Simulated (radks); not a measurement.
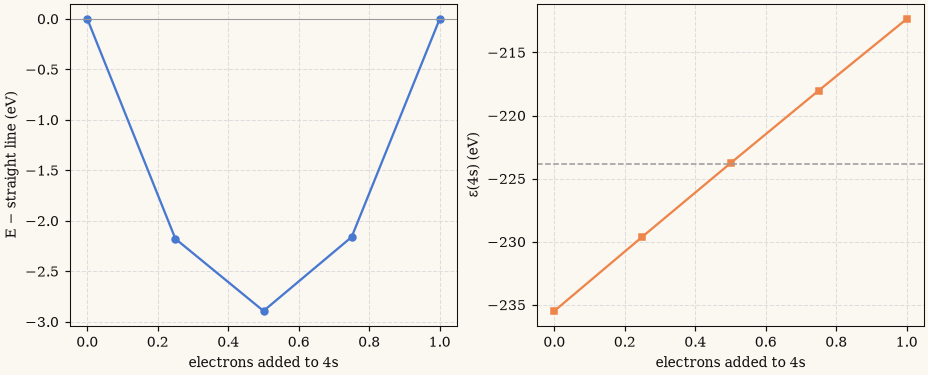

The calculation used the in-house radial solver radks at this level: Dirac Kohn-Sham, LDA (Slater exchange, Perdew-Wang correlation), spin-unpolarised, spherical densities, finite nucleus. The occupation of the 4s shell is varied from I⁴⁺ ([Ar] 3d10 4s1 4p6 4d10 5s2 5p2 (open shells shared over both j by 2j + 1)) to I³⁺ ([Kr] 4d10 5s2 5p2 (open shells shared over both j by 2j + 1)), with spherical fractional occupations. The plot shows the total energy less the straight line between the end points, and the eigenvalue of 4s (the dashed line is minus the energy to take the whole electron out).

Describe the curve.

Answer. The curve is convex (below the straight line), with the largest deviation among the points computed, −2.89 eV, at 0.5. The end points differ by 223.8 eV, the energy to take the electron out. The eigenvalue, which is the slope of the energy (Janak's theorem), moves from −235.5 eV at 0 to −212.3 eV at 1; for a straight line it would stay constant, and a parabola would sag by an eighth of this change, scaled to a whole electron, 2.89 eV. Convexity is the delocalisation error: fractional charges are too low in energy. The shell lies under occupied ones, so the straight line is a guide here rather than an exact condition.
